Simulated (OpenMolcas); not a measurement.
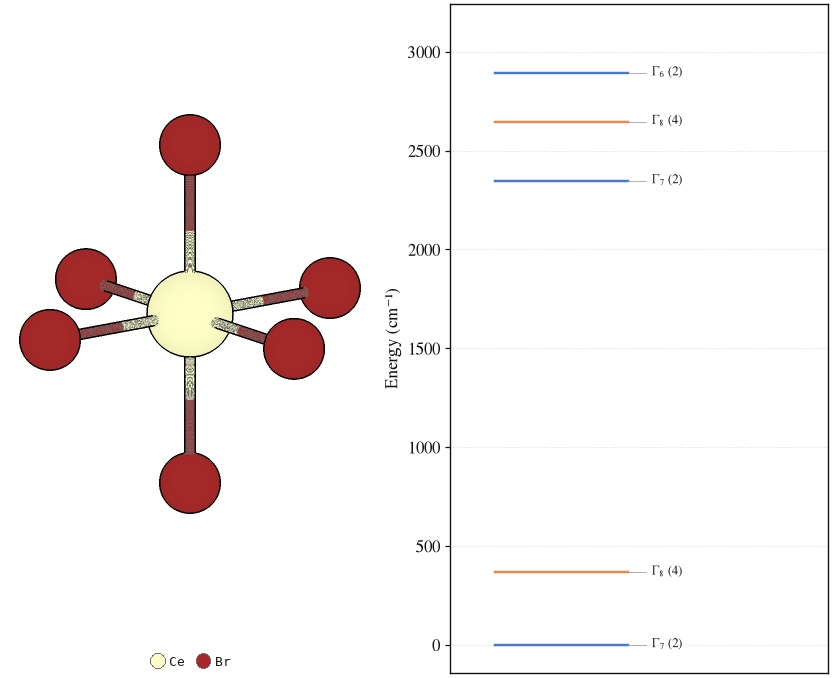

Ce³⁺ (4f) as a dopant in Cs₂NaYBr₆, a cluster with its 6 nearest Br⁻ at 2.992 Å (octahedron) embedded in model potentials and point charges; the geometry was set, not optimised, and its levels. Labels give the representation in O, Td, D4 or D3 as the site allows (double group for half-integer spin) where it could be assigned and, in brackets, the degeneracy; spin-free states, where drawn, share the zero of the spin-orbit levels. Level of the calculation: state-averaged CASSCF, active space 1 electron in the shell 4f, basis ANO-RCC-VDZP on all atoms, DKH2 scalar Hamiltonian, spin-orbit coupling by RASSI with atomic mean-field integrals (OpenMolcas).

Q: Describe the ground state and the low levels.

A: The ground level is Γ₇, a Kramers doublet, 100 % from states of spin multiplicity 2, effective J = 2.51, with |mJ| = 3/2 the largest share (83 %). Its principal g values are 1.35, 1.35 and 1.35, isotropic. The next level lies at 367 cm⁻¹ (Γ₈). The lowest J multiplet spreads over 367 cm⁻¹. The active orbitals hold 99 to 100 % metal character (Löwdin), and the Mulliken charge of the metal is +1.59.

Caveat: covalent bonds, ligand orbitals missing from the active space; the geometry is set by hand, with no relaxation and no charge compensation.
